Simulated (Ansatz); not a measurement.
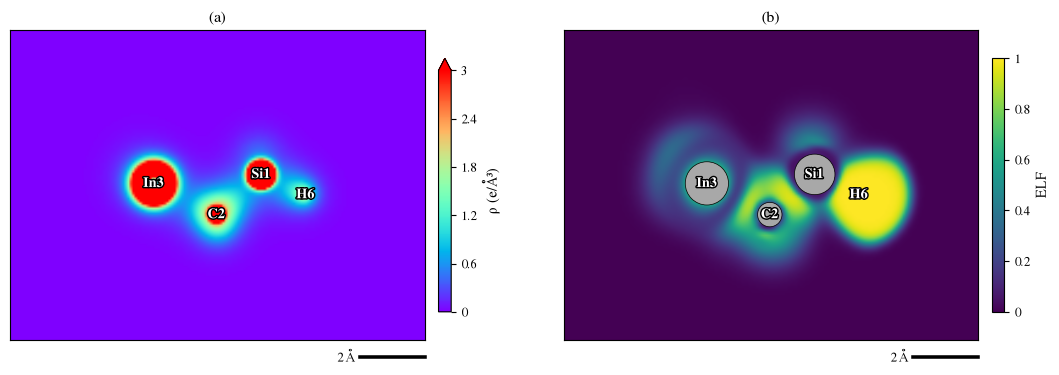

*CH9InSi2 (SMILES [SiH3][CH2][InH][SiH3]). (a) electron density; (b) electron localisation function on the plane of atoms C2, Si1 and H6. Grey discs cover the atomic cores in the ELF map.*

Geometry: PBE0-D4/def2-TZVP; core potentials replace the inner electrons of In.

These are results of Ansatz 0.2.0, RKS PBE0-D4/def2-TZVPP, not measurements.

Input file:

```
crystal:
  periodic: [false, false, false]
  atoms:
    - {symbol: Si, position_ang: [-0.970630, 1.946276, -0.477780]}
    - {symbol: C, position_ang: [-0.151543, 1.189141, 1.009919]}
    - {symbol: In, position_ang: [1.268018, -0.349463, 0.450488]}
    - {symbol: Si, position_ang: [0.394771, -2.634197, -0.355543]}
    - {symbol: H, position_ang: [-1.702319, 0.898764, -1.246019]}
    - {symbol: H, position_ang: [-1.941498, 3.023997, -0.136106]}
    - {symbol: H, position_ang: [0.050239, 2.533455, -1.393225]}
    - {symbol: H, position_ang: [0.365927, 1.954800, 1.592980]}
    - {symbol: H, position_ang: [-0.917559, 0.726421, 1.639633]}
    - {symbol: H, position_ang: [2.952109, 0.040471, 0.533009]}
    - {symbol: H, position_ang: [1.158082, -3.763172, 0.247170]}
    - {symbol: H, position_ang: [0.539315, -2.736440, -1.836191]}
    - {symbol: H, position_ang: [-1.044911, -2.830063, -0.028325]}
basis:
  gaussian: {orbitals: def2-TZVPP}
hamiltonian: {xc: pbe0, dispersion: d4}
output: {orbitals: {seedname: orbitals}}
```

Run with:

```sh
ansatz run in.yaml --threads 4 --pin off --events-out ev --progress --plain --max-ram 10444MiB
```

> Read the bonding off the picture.

- The section cuts through Si, C, In and H sites.
- C–Si (1.86 Å): the density is about 0.95 e/Å³ at the midpoint; the ELF peaks at about 0.95 between the atoms: a shared electron pair.
- C–In (2.17 Å): the density is about 0.65 e/Å³ at the midpoint; the ELF peaks at about 0.90 in the valence shell of C, 0.7 Å from its nucleus, and drops to about 0.20 between the two atoms.
- Si–H (1.49 Å): the density is about 0.8 e/Å³ at the midpoint; the ELF climbs to about 1 towards the hydrogen, as it does in any bond to H.
